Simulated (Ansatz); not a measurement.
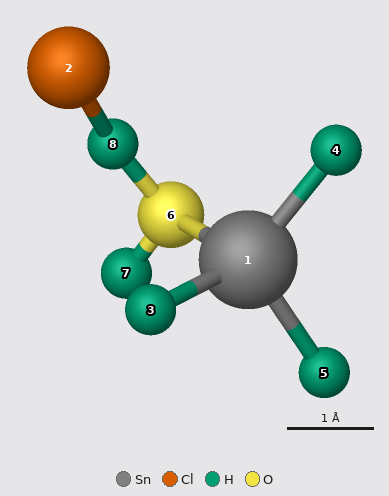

Fig. 1: The starting structure (ball-and-stick view, seen at an oblique angle; atoms are numbered from 1 in the order of the input). Sticks mark near contacts. Bond lengths as drawn: Cl–H 1.59 Å, H–O 0.97 to 1.18 Å, H–Sn 1.70 to 1.73 Å and O–Sn 2.13 Å.

# Run report: SnH5ClO, molecular dynamics (part 1 of 3)

SnH5ClO, computed with RKS B3LYP/def2-SVP (Ansatz 0.2.0).

It belongs to a series of runs on one base structure; here: dynamics from the highest image of the converged band. Figures and captions count atoms from 1; the log counts them from 0 in places.

Log
```
Engine: ansatz 0.2.0, aarch64-unknown-linux-gnu
Functional definition: B3LYP
  parameter a0 = 0.2
  parameter ax = 0.72
  parameter ac = 0.81
  exchange = (1 - a0 - ax)*slater_x + ax*b88_x + a0*exact_x
  correlation = (1 - ac)*vwn_rpa_c + ac*lyp_c
952 factors; integrals over basis functions are off by at most 3.7e-4 eV
mean field evaluation 1: about -20475.2296 eV, gradient 4.6e1 eV
mean field evaluation 2: about -20465.9507 eV, gradient 8.3e1 eV
mean field evaluation 4: about -20479.1005 eV, gradient 2.9e0 eV
mean field evaluation 8: about -20479.1203 eV, gradient 6.5e-2 eV
mean field -20479.12035723 eV, -752.5937918819 hartree, gradient 2.2e-5 eV, S^2 0.000000; 0 other end points of the search recorded, 0 dependent functions left out
the calculation of the forces begins
reference -20479.12060675 eV, -752.5938010516 hartree; 26, 26 occupied and 57, 57 virtual orbitals, 952 factors
md step     0: t =     0.00 fs  T =   100.0 K  F+E_penalty+E_count = -20479.12035723 eV  E_kin = 0.077556 eV  conserved = -20479.04280123 eV  (23 SCF iters)
these checks for a lower state are left out or cut short: starts, cluster_reference, orbital_swaps, neighbouring_geometries, increment
952 factors; integrals over basis functions are off by at most 3.7e-4 eV
mean field evaluation 16: about -20479.1198 eV, gradient 7.3e-1 eV
mean field -20479.11882701 eV, -752.5937356472 hartree, gradient 7.7e-5 eV, S^2 0.000000; 0 other end points of the search recorded, 0 dependent functions left out
the calculation of the forces begins
reference -20479.11907668 eV, -752.5937448226 hartree; 26, 26 occupied and 57, 57 virtual orbitals, 952 factors
md step     1: t =     0.50 fs  T =    98.1 K  F+E_penalty+E_count = -20479.11882701 eV  E_kin = 0.076050 eV  conserved = -20479.04277739 eV  (24 SCF iters)
[... from here on the SCF iterations and repeated set-up lines of each step are left out, up to the last step ...]
md step     2: t =     1.00 fs  T =    92.6 K  F+E_penalty+E_count = -20479.11449504 eV  E_kin = 0.071781 eV  conserved = -20479.04271379 eV  (24 SCF iters)
md step     3: t =     1.50 fs  T =    84.8 K  F+E_penalty+E_count = -20479.10836277 eV  E_kin = 0.065729 eV  conserved = -20479.04263395 eV  (24 SCF iters)
md step     4: t =     2.00 fs  T =    76.2 K  F+E_penalty+E_count = -20479.10169108 eV  E_kin = 0.059128 eV  conserved = -20479.04256283 eV  (24 SCF iters)
md step     5: t =     2.50 fs  T =    68.5 K  F+E_penalty+E_count = -20479.09560581 eV  E_kin = 0.053087 eV  conserved = -20479.04251863 eV  (24 SCF iters)
md step     6: t =     3.00 fs  T =    62.3 K  F+E_penalty+E_count = -20479.09080935 eV  E_kin = 0.048301 eV  conserved = -20479.04250806 eV  (22 SCF iters)
md step     7: t =     3.50 fs  T =    58.0 K  F+E_penalty+E_count = -20479.08747668 eV  E_kin = 0.044952 eV  conserved = -20479.04252471 eV  (22 SCF iters)
md step     8: t =     4.00 fs  T =    55.2 K  F+E_penalty+E_count = -20479.08535728 eV  E_kin = 0.042805 eV  conserved = -20479.04255207 eV  (22 SCF iters)
md step     9: t =     4.50 fs  T =    53.5 K  F+E_penalty+E_count = -20479.08403882 eV  E_kin = 0.041469 eV  conserved = -20479.04256960 eV  (22 SCF iters)
md step    10: t =     5.00 fs  T =    52.5 K  F+E_penalty+E_count = -20479.08326466 eV  E_kin = 0.040701 eV  conserved = -20479.04256346 eV  (22 SCF iters)
md step    11: t =     5.50 fs  T =    52.4 K  F+E_penalty+E_count = -20479.08314277 eV  E_kin = 0.040607 eV  conserved = -20479.04253549 eV  (22 SCF iters)
md step    12: t =     6.00 fs  T =    53.6 K  F+E_penalty+E_count = -20479.08410537 eV  E_kin = 0.041600 eV  conserved = -20479.04250573 eV  (24 SCF iters)
md step    13: t =     6.50 fs  T =    56.9 K  F+E_penalty+E_count = -20479.08659736 eV  E_kin = 0.044096 eV  conserved = -20479.04250151 eV  (24 SCF iters)
md step    14: t =     7.00 fs  T =    62.1 K  F+E_penalty+E_count = -20479.09066254 eV  E_kin = 0.048124 eV  conserved = -20479.04253854 eV  (24 SCF iters)
md step    15: t =     7.50 fs  T =    68.5 K  F+E_penalty+E_count = -20479.09570817 eV  E_kin = 0.053100 eV  conserved = -20479.04260820 eV  (24 SCF iters)
md step    16: t =     8.00 fs  T =    74.7 K  F+E_penalty+E_count = -20479.10063858 eV  E_kin = 0.057957 eV  conserved = -20479.04268111 eV  (24 SCF iters)
md step    17: t =     8.50 fs  T =    79.4 K  F+E_penalty+E_count = -20479.10430266 eV  E_kin = 0.061578 eV  conserved = -20479.04272490 eV  (24 SCF iters)
md step    18: t =     9.00 fs  T =    81.6 K  F+E_penalty+E_count = -20479.10599151 eV  E_kin = 0.063269 eV  conserved = -20479.04272225 eV  (24 SCF iters)
md step    19: t =     9.50 fs  T =    81.3 K  F+E_penalty+E_count = -20479.10571394 eV  E_kin = 0.063037 eV  conserved = -20479.04267743 eV  (25 SCF iters)
md step    20: t =    10.00 fs  T =    79.3 K  F+E_penalty+E_count = -20479.10414095 eV  E_kin = 0.061530 eV  conserved = -20479.04261096 eV  (23 SCF iters)
md step    21: t =    10.50 fs  T =    77.0 K  F+E_penalty+E_count = -20479.10229276 eV  E_kin = 0.059744 eV  conserved = -20479.04254909 eV  (22 SCF iters)
md step    22: t =    11.00 fs  T =    75.6 K  F+E_penalty+E_count = -20479.10113297 eV  E_kin = 0.058621 eV  conserved = -20479.04251230 eV  (23 SCF iters)
md step    23: t =    11.50 fs  T =    75.7 K  F+E_penalty+E_count = -20479.10123573 eV  E_kin = 0.058725 eV  conserved = -20479.04251074 eV  (23 SCF iters)
md step    24: t =    12.00 fs  T =    77.5 K  F+E_penalty+E_count = -20479.10262548 eV  E_kin = 0.060084 eV  conserved = -20479.04254099 eV  (23 SCF iters)
md step    25: t =    12.50 fs  T =    80.3 K  F+E_penalty+E_count = -20479.10483347 eV  E_kin = 0.062246 eV  conserved = -20479.04258740 eV  (24 SCF iters)
md step    26: t =    13.00 fs  T =    83.2 K  F+E_penalty+E_count = -20479.10714652 eV  E_kin = 0.064519 eV  conserved = -20479.04262772 eV  (23 SCF iters)
md step    27: t =    13.50 fs  T =    85.5 K  F+E_penalty+E_count = -20479.10895788 eV  E_kin = 0.066316 eV  conserved = -20479.04264150 eV  (23 SCF iters)
md step    28: t =    14.00 fs  T =    87.0 K  F+E_penalty+E_count = -20479.11007463 eV  E_kin = 0.067452 eV  conserved = -20479.04262240 eV  (24 SCF iters)
md step    29: t =    14.50 fs  T =    88.0 K  F+E_penalty+E_count = -20479.11081004 eV  E_kin = 0.068226 eV  conserved = -20479.04258362 eV  (24 SCF iters)
md step    30: t =    15.00 fs  T =    89.3 K  F+E_penalty+E_count = -20479.11177303 eV  E_kin = 0.069220 eV  conserved = -20479.04255333 eV  (25 SCF iters)
md step    31: t =    15.50 fs  T =    91.4 K  F+E_penalty+E_count = -20479.11343571 eV  E_kin = 0.070878 eV  conserved = -20479.04255790 eV  (25 SCF iters)
md step    32: t =    16.00 fs  T =    94.3 K  F+E_penalty+E_count = -20479.11573546 eV  E_kin = 0.073132 eV  conserved = -20479.04260309 eV  (25 SCF iters)
md step    33: t =    16.50 fs  T =    97.1 K  F+E_penalty+E_count = -20479.11798932 eV  E_kin = 0.075321 eV  conserved = -20479.04266850 eV  (25 SCF iters)
md step    34: t =    17.00 fs  T =    98.6 K  F+E_penalty+E_count = -20479.11920312 eV  E_kin = 0.076483 eV  conserved = -20479.04271974 eV  (24 SCF iters)
md step    35: t =    17.50 fs  T =    97.8 K  F+E_penalty+E_count = -20479.11859371 eV  E_kin = 0.075864 eV  conserved = -20479.04272952 eV  (25 SCF iters)
md step    36: t =    18.00 fs  T =    94.5 K  F+E_penalty+E_count = -20479.11601378 eV  E_kin = 0.073323 eV  conserved = -20479.04269100 eV  (25 SCF iters)
md step    37: t =    18.50 fs  T =    89.5 K  F+E_penalty+E_count = -20479.11206498 eV  E_kin = 0.069447 eV  conserved = -20479.04261846 eV  (25 SCF iters)
md step    38: t =    19.00 fs  T =    84.3 K  F+E_penalty+E_count = -20479.10788084 eV  E_kin = 0.065342 eV  conserved = -20479.04253850 eV  (25 SCF iters)
md step    39: t =    19.50 fs  T =    80.2 K  F+E_penalty+E_count = -20479.10471533 eV  E_kin = 0.062237 eV  conserved = -20479.04247797 eV  (25 SCF iters)
md step    40: t =    20.00 fs  T =    78.7 K  F+E_penalty+E_count = -20479.10352095 eV  E_kin = 0.061066 eV  conserved = -20479.04245473 eV  (24 SCF iters)
md step    41: t =    20.50 fs  T =    80.2 K  F+E_penalty+E_count = -20479.10466507 eV  E_kin = 0.062192 eV  conserved = -20479.04247283 eV  (21 SCF iters)
md step    42: t =    21.00 fs  T =    84.3 K  F+E_penalty+E_count = -20479.10786734 eV  E_kin = 0.065346 eV  conserved = -20479.04252173 eV  (22 SCF iters)
md step    43: t =    21.50 fs  T =    90.0 K  F+E_penalty+E_count = -20479.11237022 eV  E_kin = 0.069791 eV  conserved = -20479.04257914 eV  (22 SCF iters)
md step    44: t =    22.00 fs  T =    96.3 K  F+E_penalty+E_count = -20479.11728497 eV  E_kin = 0.074665 eV  conserved = -20479.04262030 eV  (22 SCF iters)
md step    45: t =    22.50 fs  T =   102.3 K  F+E_penalty+E_count = -20479.12197573 eV  E_kin = 0.079346 eV  conserved = -20479.04262929 eV  (22 SCF iters)
md step    46: t =    23.00 fs  T =   107.9 K  F+E_penalty+E_count = -20479.12630196 eV  E_kin = 0.083693 eV  conserved = -20479.04260856 eV  (25 SCF iters)
md step    47: t =    23.50 fs  T =   113.5 K  F+E_penalty+E_count = -20479.13057231 eV  E_kin = 0.087992 eV  conserved = -20479.04258007 eV  (25 SCF iters)
md step    48: t =    24.00 fs  T =   119.4 K  F+E_penalty+E_count = -20479.13520584 eV  E_kin = 0.092633 eV  conserved = -20479.04257258 eV  (25 SCF iters)
md step    49: t =    24.50 fs  T =   126.0 K  F+E_penalty+E_count = -20479.14029811 eV  E_kin = 0.097696 eV  conserved = -20479.04260182 eV  (25 SCF iters)
md step    50: t =    25.00 fs  T =   132.5 K  F+E_penalty+E_count = -20479.14538775 eV  E_kin = 0.102730 eV  conserved = -20479.04265806 eV  (25 SCF iters)
md step    51: t =    25.50 fs  T =   137.8 K  F+E_penalty+E_count = -20479.14960420 eV  E_kin = 0.106892 eV  conserved = -20479.04271211 eV  (25 SCF iters)
md step    52: t =    26.00 fs  T =   141.0 K  F+E_penalty+E_count = -20479.15211040 eV  E_kin = 0.109376 eV  conserved = -20479.04273450 eV  (25 SCF iters)
md step    53: t =    26.50 fs  T =   141.6 K  F+E_penalty+E_count = -20479.15255821 eV  E_kin = 0.109847 eV  conserved = -20479.04271168 eV  (25 SCF iters)
md step    54: t =    27.00 fs  T =   140.1 K  F+E_penalty+E_count = -20479.15129788 eV  E_kin = 0.108646 eV  conserved = -20479.04265214 eV  (25 SCF iters)
md step    55: t =    27.50 fs  T =   137.5 K  F+E_penalty+E_count = -20479.14925503 eV  E_kin = 0.106676 eV  conserved = -20479.04257902 eV  (25 SCF iters)
md step    56: t =    28.00 fs  T =   135.5 K  F+E_penalty+E_count = -20479.14757441 eV  E_kin = 0.105056 eV  conserved = -20479.04251854 eV  (22 SCF iters)
md step    57: t =    28.50 fs  T =   135.0 K  F+E_penalty+E_count = -20479.14720645 eV  E_kin = 0.104716 eV  conserved = -20479.04249034 eV  (22 SCF iters)
md step    58: t =    29.00 fs  T =   136.8 K  F+E_penalty+E_count = -20479.14859442 eV  E_kin = 0.106093 eV  conserved = -20479.04250158 eV  (22 SCF iters)
md step    59: t =    29.50 fs  T =   140.6 K  F+E_penalty+E_count = -20479.15155926 eV  E_kin = 0.109014 eV  conserved = -20479.04254528 eV  (22 SCF iters)
md step    60: t =    30.00 fs  T =   145.5 K  F+E_penalty+E_count = -20479.15541059 eV  E_kin = 0.112808 eV  conserved = -20479.04260254 eV  (22 SCF iters)
md step    61: t =    30.50 fs  T =   150.3 K  F+E_penalty+E_count = -20479.15924699 eV  E_kin = 0.116598 eV  conserved = -20479.04264871 eV  (24 SCF iters)
md step    62: t =    31.00 fs  T =   154.3 K  F+E_penalty+E_count = -20479.16234111 eV  E_kin = 0.119677 eV  conserved = -20479.04266406 eV  (25 SCF iters)
md step    63: t =    31.50 fs  T =   157.0 K  F+E_penalty+E_count = -20479.16444573 eV  E_kin = 0.121802 eV  conserved = -20479.04264420 eV  (25 SCF iters)
md step    64: t =    32.00 fs  T =   158.9 K  F+E_penalty+E_count = -20479.16585461 eV  E_kin = 0.123249 eV  conserved = -20479.04260547 eV  (25 SCF iters)
md step    65: t =    32.50 fs  T =   160.6 K  F+E_penalty+E_count = -20479.16714751 eV  E_kin = 0.124570 eV  conserved = -20479.04257771 eV  (25 SCF iters)
md step    66: t =    33.00 fs  T =   162.7 K  F+E_penalty+E_count = -20479.16873806 eV  E_kin = 0.126153 eV  conserved = -20479.04258524 eV  (25 SCF iters)
md step    67: t =    33.50 fs  T =   164.9 K  F+E_penalty+E_count = -20479.17050744 eV  E_kin = 0.127878 eV  conserved = -20479.04262949 eV  (25 SCF iters)
md step    68: t =    34.00 fs  T =   166.5 K  F+E_penalty+E_count = -20479.17178376 eV  E_kin = 0.129097 eV  conserved = -20479.04268679 eV  (25 SCF iters)
md step    69: t =    34.50 fs  T =   166.3 K  F+E_penalty+E_count = -20479.17170052 eV  E_kin = 0.128977 eV  conserved = -20479.04272344 eV  (25 SCF iters)
md step    70: t =    35.00 fs  T =   163.7 K  F+E_penalty+E_count = -20479.16970879 eV  E_kin = 0.126993 eV  conserved = -20479.04271618 eV  (25 SCF iters)
md step    71: t =    35.50 fs  T =   158.9 K  F+E_penalty+E_count = -20479.16593455 eV  E_kin = 0.123271 eV  conserved = -20479.04266388 eV  (25 SCF iters)
md step    72: t =    36.00 fs  T =   152.9 K  F+E_penalty+E_count = -20479.16120157 eV  E_kin = 0.118616 eV  conserved = -20479.04258556 eV  (25 SCF iters)
md step    73: t =    36.50 fs  T =   147.3 K  F+E_penalty+E_count = -20479.15674383 eV  E_kin = 0.114235 eV  conserved = -20479.04250879 eV  (25 SCF iters)
md step    74: t =    37.00 fs  T =   143.5 K  F+E_penalty+E_count = -20479.15377099 eV  E_kin = 0.111312 eV  conserved = -20479.04245902 eV  (22 SCF iters)
md step    75: t =    37.50 fs  T =   142.6 K  F+E_penalty+E_count = -20479.15306772 eV  E_kin = 0.110617 eV  conserved = -20479.04245117 eV  (22 SCF iters)
md step    76: t =    38.00 fs  T =   144.8 K  F+E_penalty+E_count = -20479.15476304 eV  E_kin = 0.112279 eV  conserved = -20479.04248414 eV  (22 SCF iters)
md step    77: t =    38.50 fs  T =   149.3 K  F+E_penalty+E_count = -20479.15834085 eV  E_kin = 0.115798 eV  conserved = -20479.04254322 eV  (22 SCF iters)
md step    78: t =    39.00 fs  T =   155.1 K  F+E_penalty+E_count = -20479.16287835 eV  E_kin = 0.120275 eV  conserved = -20479.04260357 eV  (22 SCF iters)
md step    79: t =    39.50 fs  T =   160.9 K  F+E_penalty+E_count = -20479.16743650 eV  E_kin = 0.124796 eV  conserved = -20479.04264012 eV  (22 SCF iters)
md step    80: t =    40.00 fs  T =   166.1 K  F+E_penalty+E_count = -20479.17144688 eV  E_kin = 0.128807 eV  conserved = -20479.04263995 eV  (22 SCF iters)
md step    81: t =    40.50 fs  T =   170.6 K  F+E_penalty+E_count = -20479.17490641 eV  E_kin = 0.132296 eV  conserved = -20479.04261067 eV  (25 SCF iters)
md step    82: t =    41.00 fs  T =   174.9 K  F+E_penalty+E_count = -20479.17825257 eV  E_kin = 0.135674 eV  conserved = -20479.04257849 eV  (24 SCF iters)
md step    83: t =    41.50 fs  T =   179.7 K  F+E_penalty+E_count = -20479.18196104 eV  E_kin = 0.139389 eV  conserved = -20479.04257232 eV  (25 SCF iters)
md step    84: t =    42.00 fs  T =   185.0 K  F+E_penalty+E_count = -20479.18610786 eV  E_kin = 0.143504 eV  conserved = -20479.04260379 eV  (24 SCF iters)
md step    85: t =    42.50 fs  T =   190.2 K  F+E_penalty+E_count = -20479.19019580 eV  E_kin = 0.147538 eV  conserved = -20479.04265821 eV  (25 SCF iters)
md step    86: t =    43.00 fs  T =   194.3 K  F+E_penalty+E_count = -20479.19337652 eV  E_kin = 0.150672 eV  conserved = -20479.04270456 eV  (24 SCF iters)
md step    87: t =    43.50 fs  T =   196.3 K  F+E_penalty+E_count = -20479.19492167 eV  E_kin = 0.152206 eV  conserved = -20479.04271602 eV  (25 SCF iters)
md step    88: t =    44.00 fs  T =   195.9 K  F+E_penalty+E_count = -20479.19463847 eV  E_kin = 0.151954 eV  conserved = -20479.04268438 eV  (25 SCF iters)
md step    89: t =    44.50 fs  T =   193.9 K  F+E_penalty+E_count = -20479.19299897 eV  E_kin = 0.150376 eV  conserved = -20479.04262309 eV  (25 SCF iters)
md step    90: t =    45.00 fs  T =   191.3 K  F+E_penalty+E_count = -20479.19094358 eV  E_kin = 0.148386 eV  conserved = -20479.04255717 eV  (25 SCF iters)
md step    91: t =    45.50 fs  T =   189.5 K  F+E_penalty+E_count = -20479.18949403 eV  E_kin = 0.146982 eV  conserved = -20479.04251166 eV  (25 SCF iters)
md step    92: t =    46.00 fs  T =   189.4 K  F+E_penalty+E_count = -20479.18935878 eV  E_kin = 0.146856 eV  conserved = -20479.04250243 eV  (22 SCF iters)
md step    93: t =    46.50 fs  T =   191.0 K  F+E_penalty+E_count = -20479.19068086 eV  E_kin = 0.148150 eV  conserved = -20479.04253126 eV  (22 SCF iters)
md step    94: t =    47.00 fs  T =   194.0 K  F+E_penalty+E_count = -20479.19300936 eV  E_kin = 0.150424 eV  conserved = -20479.04258536 eV  (22 SCF iters)
md step    95: t =    47.50 fs  T =   197.1 K  F+E_penalty+E_count = -20479.19550283 eV  E_kin = 0.152862 eV  conserved = -20479.04264123 eV  (25 SCF iters)
md step    96: t =    48.00 fs  T =   199.4 K  F+E_penalty+E_count = -20479.19730012 eV  E_kin = 0.154627 eV  conserved = -20479.04267312 eV  (25 SCF iters)
md step    97: t =    48.50 fs  T =   200.2 K  F+E_penalty+E_count = -20479.19792033 eV  E_kin = 0.155256 eV  conserved = -20479.04266470 eV  (24 SCF iters)
md step    98: t =    49.00 fs  T =   199.7 K  F+E_penalty+E_count = -20479.19750484 eV  E_kin = 0.154884 eV  conserved = -20479.04262049 eV  (25 SCF iters)
md step    99: t =    49.50 fs  T =   198.8 K  F+E_penalty+E_count = -20479.19673957 eV  E_kin = 0.154173 eV  conserved = -20479.04256681 eV  (25 SCF iters)
md step   100: t =    50.00 fs  T =   198.4 K  F+E_penalty+E_count = -20479.19644687 eV  E_kin = 0.153908 eV  conserved = -20479.04253867 eV  (25 SCF iters)
md step   101: t =    50.50 fs  T =   199.2 K  F+E_penalty+E_count = -20479.19705230 eV  E_kin = 0.154494 eV  conserved = -20479.04255783 eV  (25 SCF iters)
md step   102: t =    51.00 fs  T =   200.7 K  F+E_penalty+E_count = -20479.19825746 eV  E_kin = 0.155640 eV  conserved = -20479.04261747 eV  (23 SCF iters)
md step   103: t =    51.50 fs  T =   201.7 K  F+E_penalty+E_count = -20479.19914521 eV  E_kin = 0.156459 eV  conserved = -20479.04268627 eV  (24 SCF iters)
md step   104: t =    52.00 fs  T =   201.1 K  F+E_penalty+E_count = -20479.19865578 eV  E_kin = 0.155928 eV  conserved = -20479.04272811 eV  (24 SCF iters)
md step   105: t =    52.50 fs  T =   197.8 K  F+E_penalty+E_count = -20479.19613790 eV  E_kin = 0.153415 eV  conserved = -20479.04272278 eV  (24 SCF iters)
md step   106: t =    53.00 fs  T =   192.1 K  F+E_penalty+E_count = -20479.19166788 eV  E_kin = 0.148995 eV  conserved = -20479.04267325 eV  (25 SCF iters)
md step   107: t =    53.50 fs  T =   184.9 K  F+E_penalty+E_count = -20479.18601270 eV  E_kin = 0.143412 eV  conserved = -20479.04260022 eV  (24 SCF iters)
md step   108: t =    54.00 fs  T =   177.7 K  F+E_penalty+E_count = -20479.18031255 eV  E_kin = 0.137782 eV  conserved = -20479.04253071 eV  (22 SCF iters)
md step   109: t =    54.50 fs  T =   171.7 K  F+E_penalty+E_count = -20479.17565823 eV  E_kin = 0.133171 eV  conserved = -20479.04248717 eV  (21 SCF iters)
md step   110: t =    55.00 fs  T =   168.0 K  F+E_penalty+E_count = -20479.17273591 eV  E_kin = 0.130255 eV  conserved = -20479.04248053 eV  (21 SCF iters)
md step   111: t =    55.50 fs  T =   166.5 K  F+E_penalty+E_count = -20479.17165446 eV  E_kin = 0.129147 eV  conserved = -20479.04250715 eV  (22 SCF iters)
md step   112: t =    56.00 fs  T =   166.9 K  F+E_penalty+E_count = -20479.17200269 eV  E_kin = 0.129452 eV  conserved = -20479.04255088 eV  (22 SCF iters)
md step   113: t =    56.50 fs  T =   168.3 K  F+E_penalty+E_count = -20479.17310855 eV  E_kin = 0.130520 eV  conserved = -20479.04258844 eV  (22 SCF iters)
```
